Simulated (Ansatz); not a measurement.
**CH₆N₂OSi: density, localisation and related maps**

```xyz
11

N    -0.5253    0.9238    0.7595
C     0.1226   -0.1943    0.4973
N     0.8437   -0.8250    1.4208
O    -1.2376    0.4939   -1.6340
Si   -0.0054   -0.7396   -1.3605
H    -1.0783    1.2285   -0.0901
H    -0.5358    1.4082    1.6632
H     0.9298   -0.5048    2.3907
H     1.3334   -1.6856    1.1623
H    -1.0230    0.9832   -2.4478
H    -0.8906   -1.9295   -0.9223
```

Method: Ansatz, RKS LDA/def2-SVP.

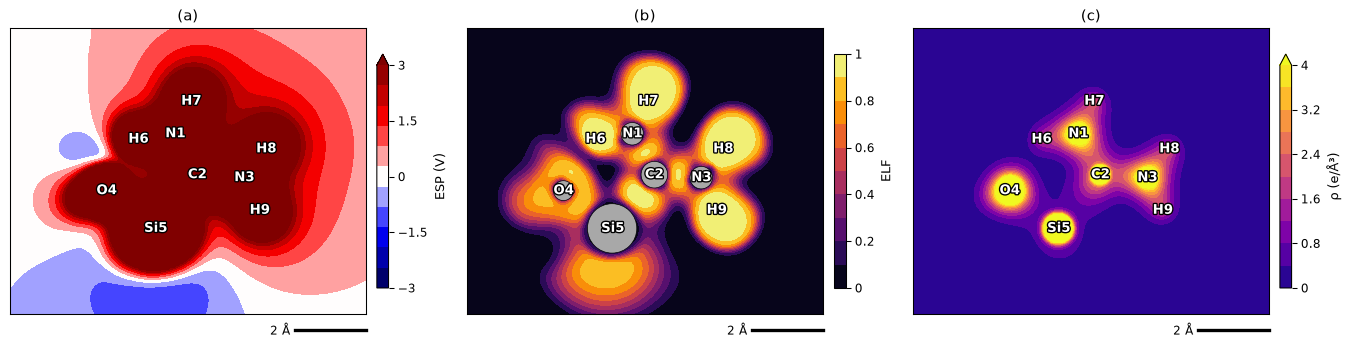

Figure 1. (a) electrostatic potential; (b) ELF; (c) total electron density on the plane of atoms C2, N1 and H7. Grey discs cover the atomic cores in the ELF map.

Q: Describe what can be read from this map.

A: The plane passes through N, C, O, Si and H nuclei. C–N (1.32 Å): ρ at the midpoint is about 2.5 e/Å³; the ELF peaks at about 0.90 between the atoms: localised, covalent bonding. Si–O (1.76 Å): the density is about 0.87 e/Å³ at the midpoint; the ELF peaks at about 0.85 between the atoms, as expected for a polar covalent bond. C–Si (1.94 Å): the density is about 0.82 e/Å³ at the midpoint; the ELF peaks at about 1 between the atoms; localised, covalent bonding. N–H (1.02 Å): the density is about 2.8 e/Å³ at the midpoint; the ELF climbs to about 1 towards the hydrogen, as it does in any bond to H: a covalent bond by its length. The ELF also peaks beside Si5, away from the bonds: lone-pair regions. Outside the dense part of the molecule the potential is most negative (−1.4 V) near H11, which lies off the plane.

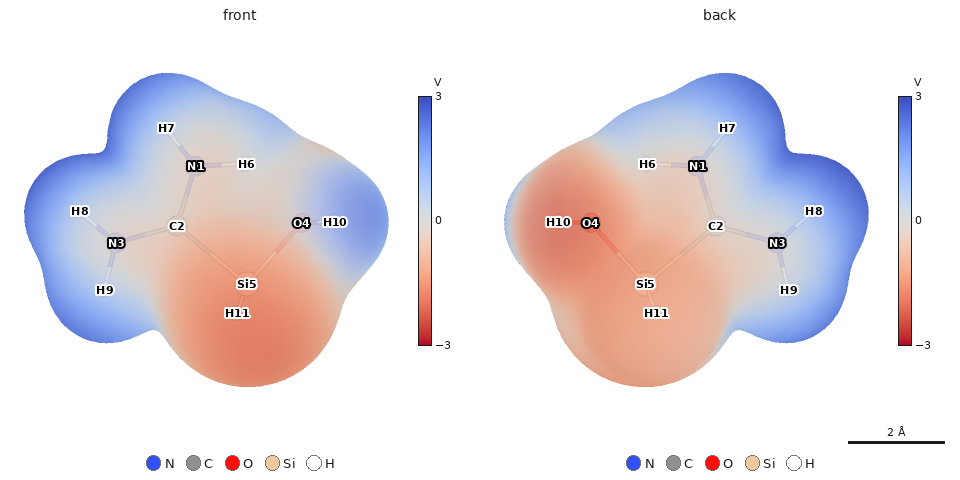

Figure 2. The molecular electrostatic potential painted on the density surface at 0.002 e/bohr³, seen from the front and from behind; the colour scale runs from red (negative) to blue (positive).

Q: Describe the electrostatic potential map.

A: The most negative region (about −1.9 V) lies over O4, the most positive (about +2.6 V) over H8. O4 is the likeliest acceptor of a hydrogen bond.

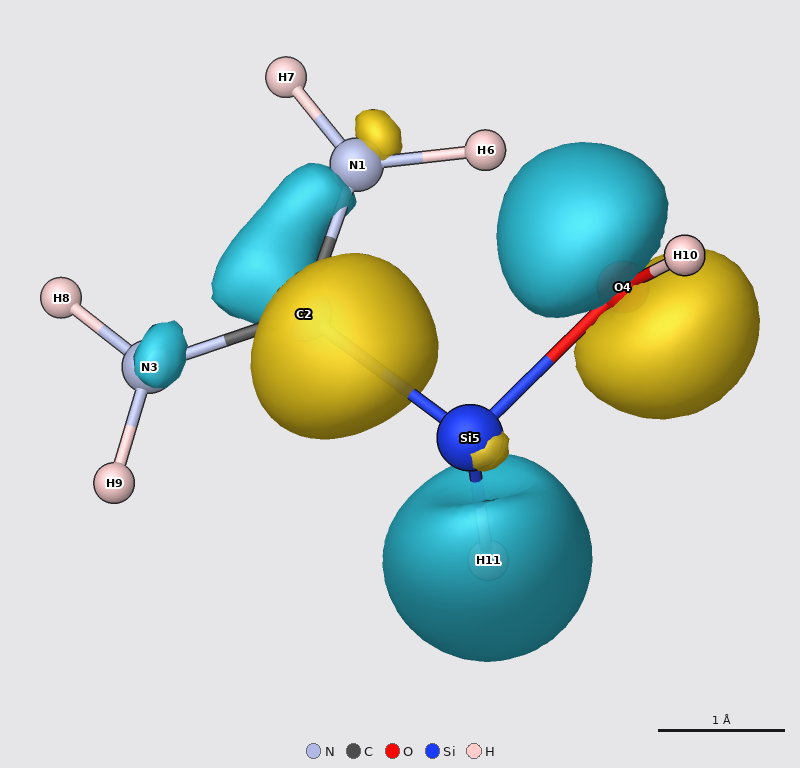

Figure 3. The HOMO−1 at ±0.15 Å⁻³ᐟ² (yellow and cyan are the two phases), seen at a tilt.

Q: Where does this orbital lie, and at what energy?

A: It lies mainly on O4 (about 40 %), Si5 (about 20 %), H11 (about 15 %) and C2 (about 15 %). Its energy is −6.07 eV.
